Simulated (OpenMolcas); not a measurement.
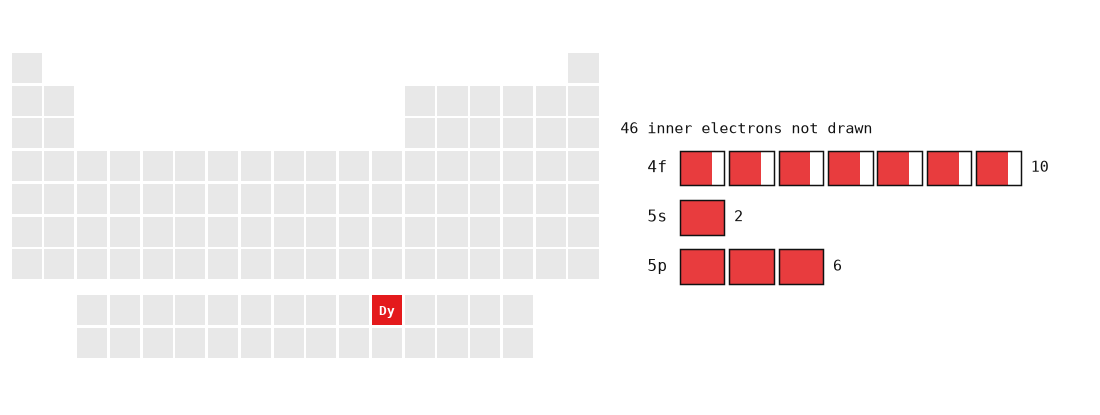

Left, the place of dysprosium in the periodic table; right, the outer shells of the leading configuration of the lowest level: a box for each of the 2l + 1 orbitals, shaded by the share of the shell that is filled, with the electron count at the right.

**Run report: Dy²⁺ complex, multiconfigurational calculation (part 1 of 2)**

Dy²⁺ with 6 ligands (O; octahedron, 2.595 Å), embedded in CaO by model potentials and point charges, whose field is part of the energies. Computed at this level: state-averaged CASSCF, active space 10 electrons in the shell 4f, basis ANO-RCC-VDZP on the metal and ANO-RCC-VDZP on the ligands, DKH2 scalar Hamiltonian, spin-orbit coupling by RASSI with atomic mean-field integrals (OpenMolcas).

### Summary

- outcome: converged
- energy of the lowest spin-free term: −12603.54750 hartree
- energy of the lowest spin-orbit level: −12603.57707 hartree
- largest spread among components of a term: 0.1 cm⁻¹
- hardware: 1 thread of Arm Neoverse V1, 24 GiB of memory available, shared host
- wall time: 1.9 min
- peak memory: 0.6 GiB

### Remarks

Without dynamic correlation the splittings between terms come out too large, often by 20 to 50 %. To bear in mind: high states of lower spin left out of the spin-orbit mixing; the geometry is set by hand, with no relaxation; spin-free states above about 42,000 cm⁻¹ are left out of the spin-orbit step.

### Input
```
&GATEWAY
Basis set
Dy.ANO-RCC-VDZP.
Dy1 0.0 0.0 0.0 Angstrom
End of basis
Basis set
O.ANO-RCC-VDZP.
L1 2.595000 0.000000 0.000000 Angstrom
L2 0.000000 2.595000 0.000000 Angstrom
L3 0.000000 0.000000 2.595000 Angstrom
End of basis
Basis set
Ca.EMB-AIMP.Pascual.13s7p.1s1p.ECP.CaO.
PseudoCharge
* 3 symmetry-unique lattice sites within 7.6 angstrom
End of basis
Basis set
Ca.EMB-AIMP.Pascual.0s.0s.ECP.CaO.
PseudoCharge
* 24 symmetry-unique lattice sites within 7.6 angstrom
End of basis
Basis set
O.EMB-AIMP.Pascual.0s.0s.ECP.CaO.
PseudoCharge
* 31 symmetry-unique lattice sites within 7.6 angstrom
End of basis
Symmetry
XYZ
AngMom=0.0 0.0 0.0
AMFI
RICD
XField
1037 Angstrom 0
* Evjen-weighted lattice charges
&SEWARD
&RASSCF
FileOrb=start.orb
Symmetry=1
Spin=5
nActEl=10 0 0
Inactive=30 27
Ras2=0 7
CIRoot=35 35 1
SDav=35
CIMx=300
Iter=150 100
PrWF=0.3
OrbListing=Nothing
MaxOrb=0
LevShft=1.0
>>> COPY $Project.JobIph JOB001
&RASSCF
FileOrb=start.orb
Symmetry=1
Spin=3
nActEl=10 0 0
Inactive=30 27
Ras2=0 7
CIRoot=162 162 1
SDav=210
CIMx=300
Iter=150 100
PrWF=0.3
OrbListing=Nothing
MaxOrb=0
CIOnly
LevShft=1.0
>>> COPY $Project.JobIph JOB002
&RASSCF
FileOrb=start.orb
Symmetry=1
Spin=1
nActEl=10 0 0
Inactive=30 27
Ras2=0 7
CIRoot=162 162 1
SDav=196
CIMx=300
Iter=150 100
PrWF=0.3
OrbListing=Nothing
MaxOrb=0
CIOnly
LevShft=1.0
>>> COPY $Project.JobIph JOB003
&RASSI
NrOfJobIphs=3 33 106 31
1 2 3 4 5 6 7 8 9 10 11 12 13 14 15 16 17 18 19 20 21 22 23 24 25 26 27
28 29 30 31 32 33
1 2 3 4 5 6 7 8 9 10 11 12 13 14 15 16 17 18 19 20 21 22 23 24 25 26 27
28 29 30 31 32 33 34 35 36 37 38 39 40 41 42 43 44 45 46 47 48 49 50 51
52 53 54 55 56 57 58 59 60 61 62 63 64 65 66 67 68 69 70 71 72 73 74 75
76 77 78 79 80 81 82 83 84 85 86 87 88 89 90 91 92 93 94 95 96 97 98 99
100 101 102 103 104 105 106
1 2 3 4 5 6 7 8 9 10 11 12 13 14 15 16 17 18 19 20 21 22 23 24 25 26 27
28 29 30 31
IphNames
JOB001
JOB002
JOB003
EJob
SpinOrbit
DIPRint=1.0
SOCoupling=1000.0
Subsets=2
Property=9
'ANGMOM' 1 'ANGMOM' 2 'ANGMOM' 3 'MLTPL  1' 1 'MLTPL  1' 2 'MLTPL  1' 3
'AMFI' 1 'AMFI' 2 'AMFI' 3
SOProperty=3
'ANGMOM' 1 'ANGMOM' 2 'ANGMOM' 3
```

The file start.orb holds starting orbitals from an earlier step. A driver script formed the levels outside the program, from RASSI's spin-orbit matrix and the active-space energies, averaged over the components of each term or state.

Command:
```bash
OMP_NUM_THREADS=1 MOLCAS_MEM=2457 MOLCAS_PROJECT=a pymolcas a.inp > a.log  # once for each step of the input, in one work folder
```

### Log (extracts)
```
--- SEWARD ---
Basis set label: DY.ANO-RCC...7S6P4D2F1G.

      Electronic valence basis set:
      ------------------
      Associated Effective Charge  66.000000 au
      Associated Actual Charge     66.000000 au
      Nuclear Model: Point charge

      Shell  nPrim  nBasis  Cartesian Spherical Contaminant
         s      25       7        X
         p      22       6        X
         d      15       4                 X
         f      11       2                 X
         g       4       1                 X
                  Relativistic Douglas-Kroll-Hess integrals:
                    - DKH order of Hamiltonian: 2
                    - DKH order of Properties : 0
                  Atomic mean-field integrals
--- RASSCF ---
Wave function specifications:
      -----------------------------

      Number of closed shell electrons         114
      Number of electrons in active shells      10
      Max number of holes in RAS1 space          0
      Max nr of electrons in RAS3 space          0
      Number of inactive orbitals               57
      Number of active orbitals                  7
      Number of secondary orbitals             112
      Spin quantum number                      2.0
      State symmetry                             1
Orbital specifications:
      -----------------------

      Symmetry species                           1   2
                                                ag  au
      Frozen orbitals                            0   0
      Inactive orbitals                         30  27
      Active orbitals                            0   7
      RAS1 orbitals                              0   0
      RAS2 orbitals                              0   7
      RAS3 orbitals                              0   0
      Secondary orbitals                        60  52
      Deleted orbitals                           0   0
      Number of basis functions                 90  86
      Number of CSFs                            35
      Number of root(s) required                35
      Iter CI   SX   CI       RASSCF       Energy    max ROT     max BLB   max BLB  Level Ln srch  Step   QN
          iter iter root      energy       change     param      element    value   shift minimum  type update
 Nr of preliminary CI iterations:   1
      Total energies have been shifted. Add               -12000.00 au
        1   1    9    0  -601.62095932    0.00E+00  -6.74E-02   14  48 2 -4.66E-01*  1.02   0.00    SX    NO
        2   1   10    0  -603.08195605   -1.46E+00* -4.75E-02   15  83 2  2.02E-01*  0.94   0.00    SX    NO
        3   1   10    0  -603.38180228   -3.00E-01*  3.25E-02   30  33 1  9.99E-02*  0.76   0.00    SX    NO
        4   1    9    0  -603.44311370   -6.13E-02*  2.01E-02   30  33 1  6.19E-02*  0.77   0.00    SX    NO
        5   1    9    0  -603.46164136   -1.85E-02* -2.82E-02   30  33 1  3.65E-02*  0.71   1.75    QN   YES
        6   1    9    0  -603.47125403   -9.61E-03*  2.28E-03   29  36 2  1.49E-02*  0.73   0.95    QN   YES
        7   1    8    0  -603.47189774   -6.44E-04*  1.23E-03   18  53 1 -3.67E-03*  0.71   1.22    QN   YES
        8   1    8    0  -603.47204842   -1.51E-04*  5.70E-04   31  38 2 -2.07E-03*  0.71   1.47    LS   YES
        9   1    8    0  -603.47206557   -1.71E-05* -5.17E-04   29  36 2 -2.15E-03*  0.71   1.01    QN   YES
       10   1    7    0  -603.47208196   -1.64E-05*  3.50E-04   20  34 1  8.66E-04*  0.71   1.68    LS   YES
       11   1    7    0  -603.47208518   -3.21E-06* -3.46E-04   31  38 2  9.03E-04*  0.71   1.00    QN   YES
       12   1    7    0  -603.47208821   -3.03E-06* -2.92E-04   31  38 2  3.90E-04*  0.71   1.84    LS   YES
       13   1    6    0  -603.47208904   -8.28E-07*  4.54E-05   15  84 2 -1.74E-04*  0.71   1.00    QN   YES
       14   1    6    0  -603.47208923   -1.88E-07*  6.81E-05   27  75 2 -7.68E-05   0.71   2.50    LS   YES
       15   1    6    0  -603.47208918    4.72E-08*  2.94E-05   15  84 2  9.98E-05   0.71   0.38    LS   YES
       16   1    6    0  -603.47208925   -6.98E-08*  1.35E-05   15  49 2  6.18E-05   0.71   1.40    QN   YES
       17   1    5    0  -603.47208927   -2.12E-08* -3.40E-06   27  66 2  1.21E-05   0.71   1.08    QN   YES
       18   1    4    0  -603.47208926    7.68E-09   2.64E-06   30  33 1  6.15E-06   0.71   0.03    QN   YES
      Convergence after 18 iterations
       19   1    4    0  -603.47208926    7.66E-10   2.64E-06   30  33 1  2.80E-06   0.71   0.03    QN   YES
      Natural orbitals and occupation numbers for root  1
      sym 2:   1.847237   1.000000   1.152763   1.152763   1.847237   1.847237   1.152763
      Natural orbitals and occupation numbers for root  2
      sym 2:   1.350953   1.512320   1.434407   1.010803   1.483815   1.645382   1.562320
      Natural orbitals and occupation numbers for root  3
      sym 2:   1.011429   1.347231   1.648358   1.434101   1.564135   1.507567   1.487180
::    RASSCF root number  1 Total energy: -12603.54750110
::    RASSCF root number  2 Total energy: -12603.54721207
::    RASSCF root number  3 Total energy: -12603.54721207
::    RASSCF root number  4 Total energy: -12603.54721207
::    RASSCF root number  5 Total energy: -12603.54702725
::    RASSCF root number  6 Total energy: -12603.54702725
::    RASSCF root number  7 Total energy: -12603.54600854
::    RASSCF root number  8 Total energy: -12603.54600854
::    RASSCF root number  9 Total energy: -12603.54600854
::    RASSCF root number 10 Total energy: -12603.54595973
::    RASSCF root number 11 Total energy: -12603.54595973
::    RASSCF root number 12 Total energy: -12603.54595973
::    RASSCF root number 13 Total energy: -12603.54586681
::    RASSCF root number 14 Total energy: -12603.47262554
::    RASSCF root number 15 Total energy: -12603.47262554
::    RASSCF root number 16 Total energy: -12603.47262554
::    RASSCF root number 17 Total energy: -12603.47212796
::    RASSCF root number 18 Total energy: -12603.47188131
::    RASSCF root number 19 Total energy: -12603.47188131
::    RASSCF root number 20 Total energy: -12603.47188131
::    RASSCF root number 21 Total energy: -12603.47128796
::    RASSCF root number 22 Total energy: -12603.43108271
::    RASSCF root number 23 Total energy: -12603.43108271
::    RASSCF root number 24 Total energy: -12603.43108271
::    RASSCF root number 25 Total energy: -12603.42956697
::    RASSCF root number 26 Total energy: -12603.42956697
::    RASSCF root number 27 Total energy: -12603.42864054
::    RASSCF root number 28 Total energy: -12603.42864054
::    RASSCF root number 29 Total energy: -12603.42864054
::    RASSCF root number 30 Total energy: -12603.42738206
--- RASSCF ---
Wave function specifications:
      -----------------------------

      Number of closed shell electrons         114
      Number of electrons in active shells      10
      Max number of holes in RAS1 space          0
      Max nr of electrons in RAS3 space          0
      Number of inactive orbitals               57
      Number of active orbitals                  7
      Number of secondary orbitals             112
      Spin quantum number                      1.0
      State symmetry                             1
Orbital specifications:
      -----------------------

      Symmetry species                           1   2
                                                ag  au
      Frozen orbitals                            0   0
      Inactive orbitals                         30  27
      Active orbitals                            0   7
      RAS1 orbitals                              0   0
      RAS2 orbitals                              0   7
      RAS3 orbitals                              0   0
      Secondary orbitals                        60  52
      Deleted orbitals                           0   0
      Number of basis functions                 90  86
      Number of CSFs                           210
      Number of root(s) required               162
      Iter CI   SX   CI       RASSCF       Energy    max ROT     max BLB   max BLB  Level Ln srch  Step   QN
          iter iter root      energy       change     param      element    value   shift minimum  type update
 Nr of preliminary CI iterations:   1
        1   1    0    0-12603.37135877    0.00E+00   0.00E+00   32  39 2 -9.55E-03*  0.00   0.00    SX    NO
      Natural orbitals and occupation numbers for root  1
      sym 2:   1.446991   1.451425   1.407194   1.406879   1.407153   1.433311   1.447047
      Natural orbitals and occupation numbers for root  2
      sym 2:   1.407260   1.407309   1.446890   1.446954   1.451349   1.433311   1.406926
      Natural orbitals and occupation numbers for root  3
      sym 2:   1.406902   1.446903   1.451385   1.407281   1.447033   1.433311   1.407184
::    RASSCF root number  1 Total energy: -12603.45851237
::    RASSCF root number  2 Total energy: -12603.45851237
::    RASSCF root number  3 Total energy: -12603.45851237
::    RASSCF root number  4 Total energy: -12603.45848027
::    RASSCF root number  5 Total energy: -12603.45848027
::    RASSCF root number  6 Total energy: -12603.45848027
::    RASSCF root number  7 Total energy: -12603.45822915
::    RASSCF root number  8 Total energy: -12603.45816504
::    RASSCF root number  9 Total energy: -12603.45816504
::    RASSCF root number 10 Total energy: -12603.45816504
::    RASSCF root number 11 Total energy: -12603.45812956
::    RASSCF root number 12 Total energy: -12603.45812956
::    RASSCF root number 13 Total energy: -12603.45806341
::    RASSCF root number 14 Total energy: -12603.45806341
::    RASSCF root number 15 Total energy: -12603.45806341
::    RASSCF root number 16 Total energy: -12603.43409044
::    RASSCF root number 17 Total energy: -12603.43409044
::    RASSCF root number 18 Total energy: -12603.43409044
::    RASSCF root number 19 Total energy: -12603.43405240
::    RASSCF root number 20 Total energy: -12603.43405240
::    RASSCF root number 21 Total energy: -12603.43405240
::    RASSCF root number 22 Total energy: -12603.43345103
::    RASSCF root number 23 Total energy: -12603.43345103
::    RASSCF root number 24 Total energy: -12603.43322308
::    RASSCF root number 25 Total energy: -12603.43322308
::    RASSCF root number 26 Total energy: -12603.43322308
::    RASSCF root number 27 Total energy: -12603.42451070
::    RASSCF root number 28 Total energy: -12603.42451070
::    RASSCF root number 29 Total energy: -12603.42451070
::    RASSCF root number 30 Total energy: -12603.42433550
--- RASSCF ---
Wave function specifications:
      -----------------------------

      Number of closed shell electrons         114
      Number of electrons in active shells      10
      Max number of holes in RAS1 space          0
      Max nr of electrons in RAS3 space          0
      Number of inactive orbitals               57
      Number of active orbitals                  7
      Number of secondary orbitals             112
      Spin quantum number                      0.0
      State symmetry                             1
Orbital specifications:
      -----------------------

      Symmetry species                           1   2
                                                ag  au
      Frozen orbitals                            0   0
      Inactive orbitals                         30  27
      Active orbitals                            0   7
      RAS1 orbitals                              0   0
      RAS2 orbitals                              0   7
      RAS3 orbitals                              0   0
      Secondary orbitals                        60  52
      Deleted orbitals                           0   0
      Number of basis functions                 90  86
      Number of CSFs                           196
      Number of root(s) required               162
      Iter CI   SX   CI       RASSCF       Energy    max ROT     max BLB   max BLB  Level Ln srch  Step   QN
          iter iter root      energy       change     param      element    value   shift minimum  type update
 Nr of preliminary CI iterations:   1
        1   1    0    0-12603.29653302    0.00E+00   0.00E+00   32  39 2 -1.65E-02*  0.00   0.00    SX    NO
      Natural orbitals and occupation numbers for root  1
      sym 2:   1.641553   1.170775   1.271604   1.304751   1.661378   1.645670   1.304269
      Natural orbitals and occupation numbers for root  2
      sym 2:   1.661584   1.170742   1.304243   1.304817   1.641381   1.645640   1.271593
      Natural orbitals and occupation numbers for root  3
      sym 2:   1.644691   1.171214   1.304163   1.271777   1.645678   1.658181   1.304296
::    RASSCF root number  1 Total energy: -12603.40466898
::    RASSCF root number  2 Total energy: -12603.40466898
::    RASSCF root number  3 Total energy: -12603.40466898
::    RASSCF root number  4 Total energy: -12603.40461533
::    RASSCF root number  5 Total energy: -12603.40461533
::    RASSCF root number  6 Total energy: -12603.40448963
::    RASSCF root number  7 Total energy: -12603.40448963
::    RASSCF root number  8 Total energy: -12603.40448963
::    RASSCF root number  9 Total energy: -12603.40436745
::    RASSCF root number 10 Total energy: -12603.40436745
::    RASSCF root number 11 Total energy: -12603.40436745
::    RASSCF root number 12 Total energy: -12603.40402181
::    RASSCF root number 13 Total energy: -12603.40382668
::    RASSCF root number 14 Total energy: -12603.40382668
::    RASSCF root number 15 Total energy: -12603.40382668
::    RASSCF root number 16 Total energy: -12603.40378472
::    RASSCF root number 17 Total energy: -12603.40378472
::    RASSCF root number 18 Total energy: -12603.38888761
::    RASSCF root number 19 Total energy: -12603.38888761
::    RASSCF root number 20 Total energy: -12603.38888761
::    RASSCF root number 21 Total energy: -12603.38720815
::    RASSCF root number 22 Total energy: -12603.38720815
::    RASSCF root number 23 Total energy: -12603.37729824
::    RASSCF root number 24 Total energy: -12603.37642326
::    RASSCF root number 25 Total energy: -12603.37642326
::    RASSCF root number 26 Total energy: -12603.37642326
::    RASSCF root number 27 Total energy: -12603.37564498
::    RASSCF root number 28 Total energy: -12603.37564498
::    RASSCF root number 29 Total energy: -12603.37443794
::    RASSCF root number 30 Total energy: -12603.37443794
```

(Continued in part 2.)
